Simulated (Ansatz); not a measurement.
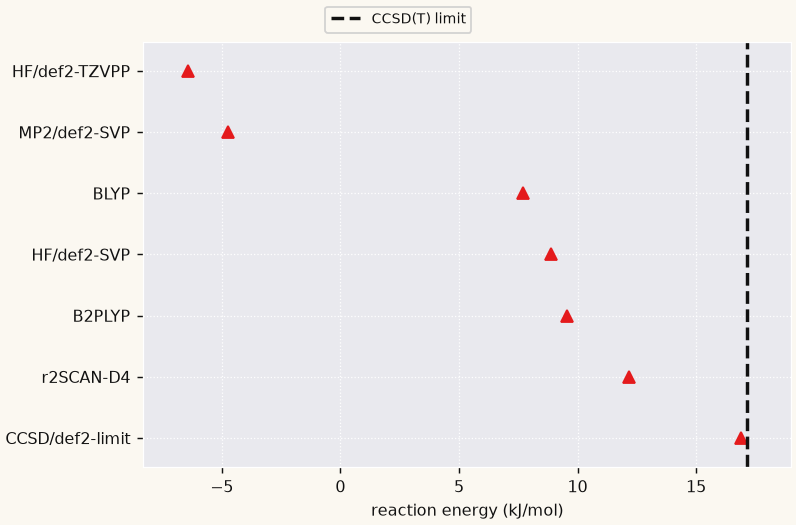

Electronic reaction energy of SnSiH₃ClF₂ ([F][Sn]([F])([SiH3])[Cl]) + HF (F) → SnClF₃ ([F][Sn]([F])([F])[Cl]) + SiH₄ ([SiH4]) (SMILES in brackets) at several levels (functionals in def2-TZVPP unless a basis is named), isolated molecules at PBE0-D4 triple-zeta geometries, minima by their frequencies, no zero-point or thermal terms, the Ansatz code. The line is frozen-core CCSD(T) at the basis limit (MP2 extrapolated from triple and quadruple zeta, plus CCSD(T) less MP2 in a smaller set). B2PLYP holds a correlation term that converges slowly with the basis, so part of the distance to the limit is basis error. No dispersion term is added to BLYP and B2PLYP. The distance of MP2/def2-SVP and HF/def2-SVP to the limit includes basis error. Core potentials past Kr. The limit lies 4.0 kJ/mol from CCSD(T)/def2-TZVPP, so the line itself is uncertain by a part of that.

> What range do the values span, the line included?

From −6.4 kJ/mol (HF/def2-TZVPP) to 17.1 kJ/mol (CCSD(T) limit).

> Give the values.

```tsv
level	kJ/mol	less CCSD(T) limit
HF/def2-TZVPP	−6.4	−23.6
MP2/def2-SVP	−4.7	−21.9
BLYP	7.7	−9.4
HF/def2-SVP	8.9	−8.3
B2PLYP	9.6	−7.6
r2SCAN-D4	12.2	−5.0
CCSD/def2-limit	16.9	−0.3
CCSD(T) limit	17.1	0.0
```

Known limits of this run: outer-core shells are correlated without core-valence functions, which makes the correlated values less sure; spin-orbit coupling is left out, and with Sn it can shift these values.
